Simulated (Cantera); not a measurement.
A closed system holds: 1 mol Ta, 8 mol O2, 3.1 mol H2, 0.037 mol H2O, held at 13.3 mbar.

These are equilibrium values from Cantera (NASA tables, ideal gas, pure condensed phases), not measurements of a reactor. Candidate condensed phases: H2O, Ta, Ta2O5; 12 gas species. Kinetics and transport are ignored.

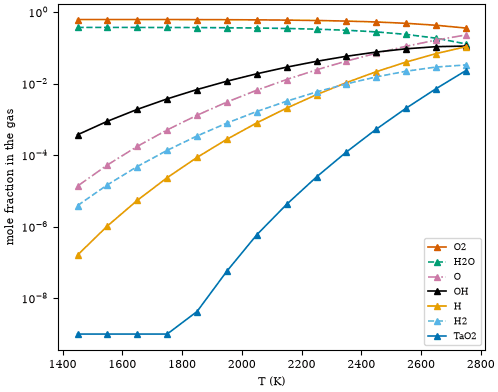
Figure: Equilibrium gas composition (values under 1e-9 drawn at 1e-9)

From 1450 K to 2050 K the condensed part is Ta2O5(s). From 2150 K to 2750 K the condensed part is Ta2O5(l).
